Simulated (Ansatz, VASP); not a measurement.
# SbAs in two plane-wave programs

Aim: how closely do two programs agree when they are given the same cell, functional and k mesh? The cell is generated by rule, not measured, and may not be a known phase. The cell comes out of the VASP series on this material, whose earlier steps may have relaxed, scaled or displaced it; both programs get it as it stands.

Calculated with Ansatz 0.2.0; plane waves, with VASP 6.6.1 beside it; band structure at PBEsol, spin-orbit coupling.

The structure was built from a prototype and need not be the compound's stable phase.

## 1. Starting point

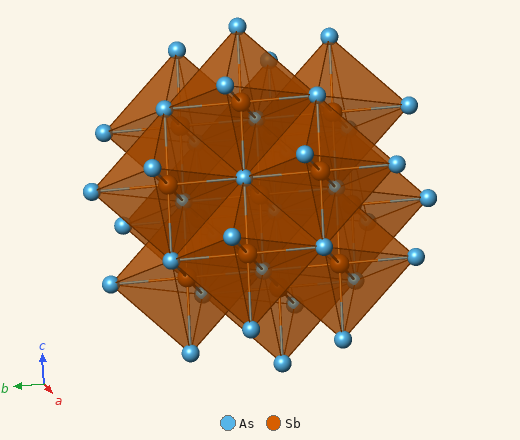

The cell as given, from a free direction (arsenic blue, antimony orange). This picture shows the conventional cell, with its axes. Some periodic images of atoms are drawn too.

Structure file:

```xyz
2
Lattice="0.0000 2.9500 2.9500 2.9500 0.0000 2.9500 2.9500 2.9500 0.0000" Properties=species:S:1:pos:R:3 pbc="T T T"
As    0.0000    0.0000    0.0000
Sb    2.9500    2.9500    2.9500
```

## 2. VASP: band structure, PBEsol, spin-orbit coupling

Levels along a path test the potential and the projectors away from the mesh points.

Lines of VASP's logs that name or quote its potential files are left out, and so is its time.

Contents of INCAR:

```
SYSTEM = SbAs
PREC = Accurate
ENCUT = 400
EDIFF = 1E-06
NELM = 100
ISMEAR = 0
SIGMA = 0.02
LREAL = .FALSE.
ALGO = Normal
GGA = PS
LNONCOLLINEAR = .TRUE.
MAGMOM = 0 0 0 0 0 0
NBANDS = 22
GGA_COMPAT = .FALSE.
LASPH = .TRUE.
LSORBIT = .TRUE.
LORBIT = 11
LWAVE = .FALSE.
LCHARG = .FALSE.
KPAR = 4
ISIF = 2
```

Contents of POSCAR:

```
SbAs
1.0
    0.0000000000      2.9500000000      2.9500000000
    2.9500000000      0.0000000000      2.9500000000
    2.9500000000      2.9500000000      0.0000000000
As Sb
1 1
Direct
    0.0000000000      0.0000000000      0.0000000000
    0.5000000000      0.5000000000      0.5000000000
```

Contents of KPOINTS:

```
Automatic mesh
0
Gamma
8 8 8
0 0 0
```

Contents of KPOINTS_OPT:

```
Line mode
16
Line-mode
Reciprocal
  0.00000000   0.00000000   0.00000000 GAMMA
  0.50000000   0.00000000   0.50000000 X

  0.50000000   0.00000000   0.50000000 X
  0.50000000   0.25000000   0.75000000 W

  0.50000000   0.25000000   0.75000000 W
  0.37500000   0.37500000   0.75000000 K

  0.37500000   0.37500000   0.75000000 K
  0.00000000   0.00000000   0.00000000 GAMMA

  0.00000000   0.00000000   0.00000000 GAMMA
  0.50000000   0.50000000   0.50000000 L

  0.50000000   0.50000000   0.50000000 L
  0.62500000   0.25000000   0.62500000 U

  0.62500000   0.25000000   0.62500000 U
  0.50000000   0.25000000   0.75000000 W

  0.50000000   0.25000000   0.75000000 W
  0.50000000   0.50000000   0.50000000 L

  0.50000000   0.50000000   0.50000000 L
  0.37500000   0.37500000   0.75000000 K

  0.62500000   0.25000000   0.62500000 U
  0.50000000   0.00000000   0.50000000 X
```

Potentials, in the order of the species: As and Sb (PBE family, release 64).

On the command line:

```sh
$ mpirun -np 4 vasp_ncl
```

Numbers of over 12 decimals in the logs are rounded to 6 here.

Output:

```text
[banner, memory and clock lines left out]
running    4 mpi-ranks, on    1 nodes
 distrk:  each k-point on    1 cores,    4 groups
 distr:  one band on    1 cores,    1 groups

 POSCAR found type information on POSCAR AsSb
 POSCAR found :  2 types and       2 ions
|                                                                             |
|               ----> ADVICE to this user running VASP <----                  |
|                                                                             |
|     You enforced a specific xc type in the INCAR file but a different       |
|     [... a line on the potential file left out ...]
|     I HOPE YOU KNOW WHAT YOU ARE DOING!                                     |
|                                                                             |

 LDA part: xc-table for (Slater+PW92), standard interpolation
 POSCAR, INCAR and KPOINTS ok, starting setup
 FFT: planning ... GRIDC
 FFT: planning ... GRID_SOFT
 FFT: planning ... GRID
 WAVECAR not read
 entering main loop
       N       E                     dE             d eps       ncg     rms          rms(c)
DAV:   1     0.259707158552E+02    0.25971E+02   -0.30498E+03  1276   0.601E+02
DAV:   2    -0.772821937540E+01   -0.33699E+02   -0.32051E+02  1712   0.113E+02
DAV:   3    -0.970104558221E+01   -0.19728E+01   -0.19488E+01  1542   0.270E+01
DAV:   4    -0.971768290109E+01   -0.16637E-01   -0.16623E-01  1478   0.294E+00
DAV:   5    -0.971784237936E+01   -0.15948E-03   -0.15948E-03  1496   0.317E-01    0.290E+00
DAV:   6    -0.965007576413E+01    0.67767E-01   -0.13635E-01  1390   0.179E+00    0.174E+00
DAV:   7    -0.965008382933E+01   -0.80652E-05   -0.22054E-02  1462   0.810E-01    0.793E-01
DAV:   8    -0.964950901318E+01    0.57482E-03   -0.72236E-04  1420   0.170E-01    0.421E-01
DAV:   9    -0.964946854749E+01    0.40466E-04   -0.23703E-04  1462   0.945E-02    0.530E-02
DAV:  10    -0.964946468505E+01    0.38624E-05   -0.72087E-05  1386   0.456E-02    0.288E-02
DAV:  11    -0.964946449722E+01    0.18784E-06   -0.14044E-05  1354   0.251E-02    0.166E-03
DAV:  12    -0.964946460728E+01   -0.11006E-06   -0.60300E-07  1048   0.507E-03
   1 F= -.96494646E+01 E0= -.96494005E+01  d E =-.128164E-03  mag=     0.0000    -0.0000     0.0000
 Start KPOINTS_OPT (optional k-point list driver)
k-point batch [1-29\160]
       N       E                     dE             ncg
DAV:   1     0.116704416574E+04   -0.48106E+04     1276
DAV:   2     0.136075082013E+03   -0.10310E+04     1806
DAV:   3     0.814160256463E+02   -0.54659E+02     1620
DAV:   4     0.809707313667E+02   -0.44529E+00     1530
DAV:   5     0.809663982643E+02   -0.43331E-02     1518
DAV:   6     0.809663139395E+02   -0.84325E-04     1576
DAV:   7     0.809663116231E+02   -0.23164E-05     1520
DAV:   8     0.809663115593E+02   -0.63782E-07     1150
[...]
k-point batch [146-160\160]
       N       E                     dE             ncg
DAV:   1     0.426097051210E+04   -0.39842E+04      660
DAV:   2     0.374574467284E+04   -0.51523E+03      922
DAV:   3     0.372274814721E+04   -0.22997E+02      812
DAV:   4     0.372257714278E+04   -0.17100E+00      798
DAV:   5     0.372257503113E+04   -0.21116E-02      804
DAV:   6     0.372257498777E+04   -0.43360E-04      800
DAV:   7     0.372257498669E+04   -0.10834E-05      804
DAV:   8     0.372257498666E+04   -0.26008E-07      632
```

From OUTCAR (step 2):

```text
ion  position               nearest neighbor table
   1  0.000  0.000  0.000-   2 2.95   2 2.95   2 2.95   2 2.95   2 2.95   2 2.95
   2  0.500  0.500  0.500-   1 2.95   1 2.95   1 2.95   1 2.95   1 2.95   1 2.95

  LATTYP: Found a face centered cubic cell.
 ALAT       =     5.9000000000

 Subroutine GETGRP returns: Found 48 space group operations
 (whereof 48 operations were pure point group operations)

The static configuration has the point symmetry O_h .

 Found     29 irreducible k-points:

   k-points           NKPTS =     29   k-points in BZ     NKDIM =     29   number of bands    NBANDS=     22

   dimension x,y,z NGX =    28 NGY =   28 NGZ =   28
   dimension x,y,z NGXF=    56 NGYF=   56 NGZF=   56

   ENCUT  =  400.0 eV  29.40 Ry    5.42 a.u.   6.80  6.80  6.80*2*pi/ulx,y,z

   NELECT =      10.0000    total number of electrons

 k-points in reciprocal lattice and weights: Automatic mesh
   0.00000000  0.00000000  0.00000000       0.002
   0.12500000  0.00000000  0.00000000       0.016
   0.25000000  0.00000000  0.00000000       0.016
   0.37500000  0.00000000  0.00000000       0.016
   0.50000000  0.00000000  0.00000000       0.008
   0.12500000  0.12500000  0.00000000       0.012
   0.25000000  0.12500000  0.00000000       0.047
   0.37500000  0.12500000  0.00000000       0.047
   0.50000000  0.12500000  0.00000000       0.047
[...]
-0.37500000  0.50000000  0.12500000       0.023
  -0.25000000  0.50000000  0.25000000       0.012

 average (electrostatic) potential at core
       1 -48.4592       2 -86.6834

 E-fermi :   6.1176

 k-point     1 :       0.0000    0.0000    0.0000
  band No.  band energies     occupation
    ...
      6       4.0948      1.00000
      7       4.6006      1.00000
      8       4.6006      1.00000
      9       4.6006      1.00000
     10       4.6006      1.00000
     11       9.1942      0.00000
     12       9.1942      0.00000
     13       9.9483      0.00000
     14       9.9483      0.00000
     15       9.9483      0.00000
    ...

 k-point     2 :       0.1250    0.0000    0.0000
  band No.  band energies     occupation
    ...
      6       4.2175      1.00000
      7       4.6281      1.00000
      8       4.6281      1.00000
      9       4.8937      1.00000
     10       4.8937      1.00000
     11       8.5552      0.00000
     12       8.5552      0.00000
     13       9.1560      0.00000
     14       9.1560      0.00000
     15       9.2370      0.00000
    ...

 k-point     3 :       0.2500    0.0000    0.0000
  band No.  band energies     occupation
    ...
      6       4.4021      1.00000
      7       4.7497      1.00000
      8       4.7497      1.00000
      9       5.3720      1.00000
     10       5.3720      1.00000
     11       7.3852      0.00000
     12       7.3852      0.00000
     13       7.8522      0.00000
     14       7.8522      0.00000
     15       8.0809      0.00000
    ...

  Total       -1.4363748     -1.4363748     -1.4363748     -0.0000000      0.0000000      0.0000000
  in kB      -44.8210804    -44.8210804    -44.8210804     -0.0000000      0.0000000      0.0000000
  external PRESSURE =     -44.8210804 kB  Pullay stress =       0.0000000 kB

  energy-cutoff  :      400.00
  volume of cell :       51.34
      direct lattice vectors                 reciprocal lattice vectors
     0.000000000  2.950000000  2.950000000    -0.169491525  0.169491525  0.169491525
     2.950000000  0.000000000  2.950000000     0.169491525 -0.169491525  0.169491525
     2.950000000  2.950000000  0.000000000     0.169491525  0.169491525 -0.169491525

 POSITION                                       TOTAL-FORCE (eV/Angst)
 -----------------------------------------------------------------------------------
      0.00000      0.00000      0.00000        -0.000000     -0.000000      0.000000
      2.95000      2.95000      2.95000         0.000000      0.000000     -0.000000
 -----------------------------------------------------------------------------------
    total drift:                               -0.000000      0.000000      0.000000

  FREE ENERGIE OF THE ION-ELECTRON SYSTEM (eV)
  ---------------------------------------------------
  free  energy   TOTEN  =        -9.6494646073 eV

  energy  without entropy=       -9.6493364433  energy(sigma->0) =       -9.64940053

 Spin-Orbit-Coupling matrix elements
 Ion:    1  E_soc:     -0.0264546
 Ion:    2  E_soc:     -0.1486380

 total charge
# of ion       s       p       d       tot
------------------------------------------
    1        1.298   1.341   0.033   2.671
    2        1.234   1.041   0.043   2.318
--------------------------------------------------
tot          2.531   2.382   0.076   4.989

 magnetization (x)
# of ion       s       p       d       tot
------------------------------------------
    1        0.000   0.000   0.000   0.000
    2        0.000  -0.000   0.000   0.000
--------------------------------------------------
tot          0.000  -0.000   0.000   0.000

 magnetization (y)
# of ion       s       p       d       tot
------------------------------------------
    1        0.000  -0.000   0.000  -0.000
    2       -0.000   0.000   0.000  -0.000
--------------------------------------------------
tot         -0.000   0.000   0.000  -0.000

 magnetization (z)
# of ion       s       p       d       tot
------------------------------------------
    1       -0.000   0.000   0.000  -0.000
    2        0.000   0.000   0.000   0.000
--------------------------------------------------
tot         -0.000   0.000   0.000  -0.000

[... 3 further parts left out ...]
```

The run ends at a pressure of -4.48 GPa.

## 3. Ansatz: band structure, PBEsol, spin-orbit coupling

Ansatz runs on its fully relativistic PAW (standard-fr) files.

The same cell, functional, mesh and smearing now go to Ansatz, which takes its cutoff from its data sets.

Contents of input.yaml:

```yaml
crystal:
  lattice:
    - [0.0, 2.95, 2.95]
    - [2.95, 0.0, 2.95]
    - [2.95, 2.95, 0.0]
  atoms:
    - { symbol: As, position: [0.0, 0.0, 0.0] }
    - { symbol: Sb, position: [0.5, 0.5, 0.5] }
hamiltonian:
  xc: pbesol
  pseudopotentials: { kind: paw_fr }
magnetization:
  noncollinear: true
  spin_orbit: true
kpoints:
  mp_grid: { grid: [8, 8, 8] }
  band_path:
    path:
      - [0.0, 0.0, 0.0]
      - [0.16667, 0.0, 0.16667]
      - [0.33333, 0.0, 0.33333]
      - [0.5, 0.0, 0.5]
      - [0.5, 0.08333, 0.58333]
      - [0.5, 0.18333, 0.68333]
      - [0.5, 0.25, 0.75]
      - [0.45, 0.3, 0.75]
      - [0.40833, 0.34167, 0.75]
      - [0.35, 0.35, 0.7]
      - [0.225, 0.225, 0.45]
      - [0.075, 0.075, 0.15]
      - [0.03333, 0.03333, 0.03333]
      - [0.23333, 0.23333, 0.23333]
      - [0.4, 0.4, 0.4]
      - [0.51667, 0.46667, 0.51667]
      - [0.55833, 0.38333, 0.55833]
      - [0.60833, 0.28333, 0.60833]
      - [0.60833, 0.25, 0.64167]
      - [0.55833, 0.25, 0.69167]
      - [0.51667, 0.25, 0.73333]
      - [0.5, 0.3, 0.7]
      - [0.5, 0.38333, 0.61667]
      - [0.5, 0.48333, 0.51667]
      - [0.475, 0.475, 0.55]
      - [0.425, 0.425, 0.65]
      - [0.38333, 0.38333, 0.73333]
      - [0.59167, 0.18333, 0.59167]
      - [0.55, 0.1, 0.55]
      - [0.5, 0.0, 0.5]
    npoints: 1
scf:
  occupations: { method: gaussian, width: 0.02 }
  n_extra_bands: 14
output:
  forces: true
  stress: true
  eigenvalues: true
```

On the command line:

```sh
$ ansatz run input.yaml --threads 2 --pin off --max-ram 4608MiB --backend cpu --events-out ev --progress --plain --runs-dir out
```

Output:

```text
scf.n_extra_bands = 14 over 30 filled bands (N_el = 30.0): the run solves 44 bands
Engine: ansatz 0.2.0, aarch64-unknown-linux-gnu
Pseudopotentials: kind: paw_fr
Pseudopotential: As, paw_fr, valence charge 15, recommended cutoff 420 eV (normal), As.paw.azcp#standard-fr
Pseudopotential: Sb, paw_fr, valence charge 15, recommended cutoff 420 eV (normal), Sb.paw.azcp#standard-fr
Functional definition: PBEsol
  exchange = pbesol_x
  correlation = pbesol_c
non-collinear run that drives no moment, with spin-orbit: no starting moment large enough to seed its density (crystal.atoms[].spin), no starting occupations that ask for one, no magnetisation constraint and no magnetic field, so the semilocal B_xc is pinned to zero
Crystal: 2 atoms, lattice volume = 51.345 Å³
Basis set: ecut = 420 eV, 965 PW (Γ), exchange–correlation on 60×60×60 points (8 copies of the dense FFT grid, shifted against one another)
Bands: 44, of which v1, the nominal top of the filled ones, is band 30 counted from 1 (29 counted from 0)
Symmetry: 48 space group operations + 48 with time reversal
Magnetic group: BNS 225.117 (UNI 1619), of the structure as read, at distance tolerance 3.7e-5 Å
k-points: 29 of 512
Projection manifold: j_resolved (fully-relativistic pseudo-atomic orbitals)
Non-local potential: As, projectors of the file, l = 0: 2, l = 1: 4, l = 2: 6, l = 3: 2
Non-local potential: Sb, projectors of the file, l = 0: 2, l = 1: 4, l = 2: 4, l = 3: 4
PAW form: soft (Blöchl's): semilocal exchange-correlation on the pseudo side does not see the compensation charge
PAW frozen core: As, regenerated for the run's functional, and the local potential with it (the file was generated under x = pbe(κ = 0.804, μ = 0.219515), c = pbe(β = 0.066725))
PAW frozen core: Sb, regenerated for the run's functional, and the local potential with it (the file was generated under x = pbe(κ = 0.804, μ = 0.219515), c = pbe(β = 0.066725))
PAW one-centre angular grid: As, 590 points (default); XC on 64 Gauss nodes
PAW one-centre angular grid: Sb, 590 points (default); XC on 64 Gauss nodes
Initial density: superposition of atomic densities (chi_scale 0.1, normalization cell, long waves kept (reshape's long-wave potential 0.00 eV rms))
Initial wavefunctions: pseudopotential atomic-orbital guess
Functional: x = pbesol(κ = 0.804, μ = 0.123457), c = pbesol(β = 0.046)
SCF iter   1: F=—  HF=-11223.492857 eV  |F-HF|=—  |Δ(HF+E_count)|=         —  Δρ=1.47e-2  dr2=1.09e-1  dr2_m=0.00e0 (ungated)  ethr=3.10e-3  |M|=0.00e0 ∫|m|=0.00e0 μB  |m|>n=0.0e0 m-floor=0.0e0 τ_xc=0.0e0  β_m=0.30  ⟨swp⟩=8.9  Hψ=3628  notcnv=0  defer=38
preconditioner: auto → none  [insulator: Δε(μ)=0.114 eV  Ē_g=11.737 eV  σ=0.020 eV  W_gap=0.83  n_scr=14 (ndim 8)  ℏωp=16.4 eV  f_vac=0.000  D(μ)=1.67/eV (n_scr^D=14)  ε∞_Penn≈2.9]
SCF iter   2: F=—  HF=-11223.478855 eV  |F-HF|=—  |Δ(HF+E_count)|=   1.40e-2  Δρ=9.36e-3  dr2=3.28e-2  dr2_m=0.00e0 (ungated)  ethr=3.62e-4  |M|=0.00e0 ∫|m|=0.00e0 μB  |m|>n=0.0e0 m-floor=0.0e0 τ_xc=0.0e0  β_m=0.44  ⟨swp⟩=2.0  Hψ=850  notcnv=0  defer=212
SCF iter   3: F=—  HF=-11223.476733 eV  |F-HF|=—  |Δ(HF+E_count)|=   2.12e-3  Δρ=3.56e-3  dr2=6.00e-3  dr2_m=0.00e0 (ungated)  ethr=1.09e-4  |M|=0.00e0 ∫|m|=0.00e0 μB  |m|>n=0.0e0 m-floor=0.0e0 τ_xc=0.0e0  β_m=0.47  ⟨swp⟩=3.0  Hψ=1052  notcnv=0  defer=212
SCF iter   4: F=—  HF=-11223.476212 eV  |F-HF|=—  |Δ(HF+E_count)|=   5.21e-4  Δρ=5.05e-4  dr2=1.11e-4  dr2_m=0.00e0 (ungated)  ethr=2.00e-5  |M|=0.00e0 ∫|m|=0.00e0 μB  |m|>n=0.0e0 m-floor=0.0e0 τ_xc=0.0e0  β_m=0.53  ⟨swp⟩=2.0  Hψ=661  notcnv=0  defer=212
SCF iter   5: F=—  HF=-11223.476219 eV  |F-HF|=—  |Δ(HF+E_count)|=   6.60e-6  Δρ=1.03e-4  dr2=2.55e-6  dr2_m=0.00e0 (ungated)  ethr=3.69e-7  |M|=0.00e0 ∫|m|=0.00e0 μB  |m|>n=0.0e0 m-floor=0.0e0 τ_xc=0.0e0  β_m=0.61  ⟨swp⟩=2.3  Hψ=965  notcnv=0  defer=212
SCF iter   6: F=—  HF=-11223.476219 eV  |F-HF|=—  |Δ(HF+E_count)|=   3.77e-7  Δρ=3.05e-5  dr2=3.11e-7  dr2_m=0.00e0 (ungated)  ethr=8.51e-9  |M|=0.00e0 ∫|m|=0.00e0 μB  |m|>n=0.0e0 m-floor=0.0e0 τ_xc=0.0e0  β_m=0.66  ⟨swp⟩=2.8  Hψ=1043  notcnv=0  defer=212
SCF iter   7: F=-11223.476219 eV  HF=-11223.476219 eV  |F-HF|=2.46e-9  |Δ(HF+E_count)|=   4.18e-8  Δρ=4.69e-6  dr2=8.48e-9  dr2_m=0.00e0 (ungated)  ethr=3.33e-10  |M|=0.00e0 ∫|m|=0.00e0 μB  |m|>n=0.0e0 m-floor=0.0e0 τ_xc=0.0e0  ⟨swp⟩=11.4  Hψ=3004  notcnv=0
SCF 1 converged in 7 iterations: F = -11223.476219 eV  dr2 = 8.48e-9
  greatest PAW one-centre occupation: 0.999 electrons in one spin orbital (limit 2), on the As atom at site 0 (counted from 0), in its partial waves of l = 2
NSCF: frozen V_eff on 30 k-points
SCF converged after 7 iterations
Magnetization: |M| = 0.0000 μB,  M = (+0.0000, +0.0000, +0.0000) μB
Absolute magnetization: 0.0000 μB (∫|m|)
  site 0: m = (+0.0000, +0.0000, +0.0000) μB, |m| = 0.0000 μB  (R = 1.22 Å)
  site 1: m = (+0.0000, +0.0000, +0.0000) μB, |m| = 0.0000 μB  (R = 1.22 Å)
Free energy (F): -11223.476219 eV
Harris-Foulkes:  -11223.476219 eV  (|F-HF|=2.46e-9)
Internal energy: -11223.476098 eV  (E = F + TS)
E sigma→0 (E₀):  -11223.476158 eV
Entropy (-TS):   -0.000121 eV (-0.061 meV/atom)
Fermi energy:    9.979418 eV
--- Per-component energies (eV) ---
  E_band       = -403.931384
  E_kinetic    = 308.332685
  E_local      = -3233.684578  (includes V_loc(G=0)·N_el)
  E_nonlocal   = -304.146700
  E_hartree    = 1631.094598
  E_xc         = -215.714943
  E_vxc        = -175.083868  (∫ρ·V_xc dr)
  E_paw        = -6294.520846  (= ΣΔE_a)
  E_vpaw       = -261.534354  (= ΣTr[D̂ρ^β])
  E_aug_tail   = 0.000006  (compensation charges beyond the density's cutoff)
  E_ewald      = -3116.141529
  E_core_change = 1.305209  (= ΣΔE_core)
  E_smearing   = -0.000121  (= −TS)
  E_closure    = -0.000000  (closes the sum)
  Σ components = -11223.476219   (vs F -11223.476219, Δ=0.00e0)
--- Forces (eV/Å), atoms counted from 1 ---
  atom   1  As    -0.00000000     0.00000000    -0.00000000
  atom   2  Sb     0.00000000     0.00000000    -0.00000000
  max |Σ_I F_I| component: 6.68e-29 eV/Å
--- Stress (GPa, compression-positive) ---
       -4.557778       0.000000      -0.000000
        0.000000      -4.557778      -0.000000
        0.000000       0.000000      -4.557778
  P = ⅓ Tr σ = -4.5578 GPa (-45.578 kbar)
--- Band table (eV; the first three rows and the last of 29) ---
  k-point 0: bands = [... 26 lower, 8.4693, 8.4693, 8.4693, 8.4693, 13.0333, 13.0333, 13.8130, 13.8130, ... 10 higher]
  k-point 1: bands = [... 26 lower, 8.4970, 8.4970, 8.7589, 8.7589, 12.4004, 12.4004, 13.0253, 13.0253, ... 10 higher]
  k-point 2: bands = [... 26 lower, 8.6189, 8.6189, 9.2340, 9.2340, 11.2362, 11.2362, 11.7224, 11.7224, ... 10 higher]
  k-point 28: bands = [... 26 lower, 5.0052, 5.0052, 9.9855, 9.9855, 10.3718, 10.3718, 15.3914, 15.3914, ... 10 higher]
```

The job ended after 19 s (2 threads of Arm Neoverse N1, shared host; peak memory 0.51 GiB).

## 4. Differences

Known differences besides the PAW data sets themselves: spin-orbit coupling enters by fully relativistic files in Ansatz and inside the spheres in VASP; the data sets hold 30 valence electrons in Ansatz (fully relativistic PAW (standard-fr) files) and 10 in VASP; the cutoff is 420 eV in Ansatz and 400 eV in VASP; Ansatz makes its cores anew for this functional, VASP keeps those of its PBE data sets. Total energies have different zeros and are not compared.

Compared:

```tsv
quantity	Ansatz	VASP	difference
pressure (GPa)	-4.56	-4.48	-0.08
```

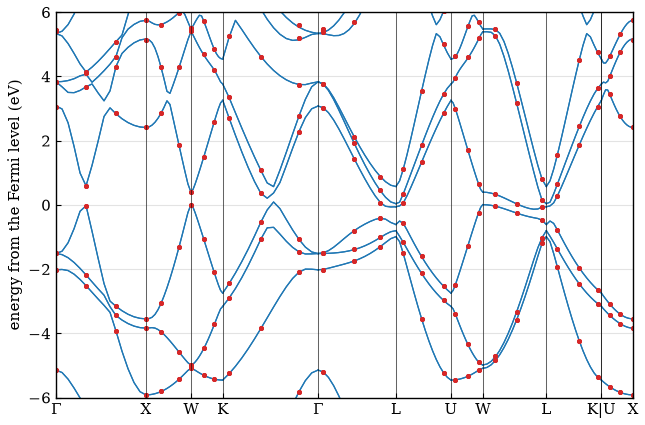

Bands from VASP (lines) and levels from Ansatz (dots). Dots without a line are higher empty bands that the VASP plot leaves out.

Levels from 3 eV below to 2 eV above the Fermi level differ by 5 meV r.m.s. and 12 meV at most; each VASP level is matched to the nearest of Ansatz, which flatters the figure a little. Ansatz's pressure holds a Pulay correction of 0.03 GPa; VASP's holds none.

## 5. Summary of results

* r.m.s. difference of levels near the Fermi level (band structure, PBEsol, spin-orbit coupling): 4.8 meV

In words: The r.m.s. difference of levels near the Fermi level is 4.8 meV (band structure, PBEsol, spin-orbit coupling), within the 80 meV picked in this series as the mark of a large difference. Differences of this kind measure data sets and numerical settings, not the functional's error against experiment.

[Lines on the potential files, build, host, timing and source positions are cut from VASP's logs without a mark.]

[Logs are printed without paths, hosts, clocks, repeated set-up lines and the standing remarks that a program may print on its own settings, such as how far it seeks lower states.]

[Hosts, paths, dates, database ids (printed as entryN), source tags and the programs' standing remarks are cut or masked in the printed files.]
